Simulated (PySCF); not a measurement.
SMILES C#C[SiH2]C(=O)OC (C4H6O2Si), singlet at its GFN2-xTB optimised geometry (Å):

```
13

C      1.8012     1.8138     0.0000
C      0.5980     1.8138     0.0000
Si    -1.2498     1.7877     0.0181
C     -1.7223     0.0695     0.7335
O     -2.1075    -0.1662     1.8517
O     -1.5511    -0.8749    -0.1988
C     -1.8256    -2.2188     0.1802
H      2.8537     1.8161    -0.0050
H     -1.7581     1.8650    -1.3526
H     -1.7622     2.8269     0.9102
H     -1.1486    -2.5286     0.9788
H     -1.6744    -2.8269    -0.7077
H     -2.8537    -2.3056     0.5379
```

Computed with PBE/def2-TZVP (PySCF 2.14.0). Cells within 0.4 Å of a nucleus heavier than hydrogen are left out (blank, or x).

Map of the electrostatic potential (hartree/e), clipped to [-0.08, 0.12] on the plane z = 0.0 Å:

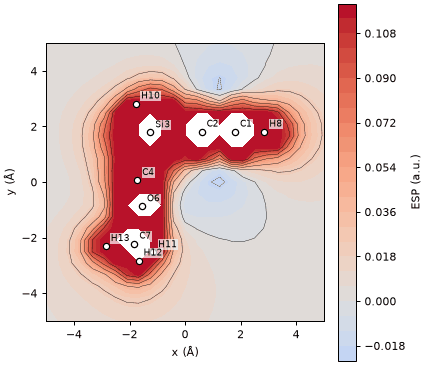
*Electrostatic potential (hartree/e), clipped to [-0.08, 0.12] on the plane z = 0.0 Å.*
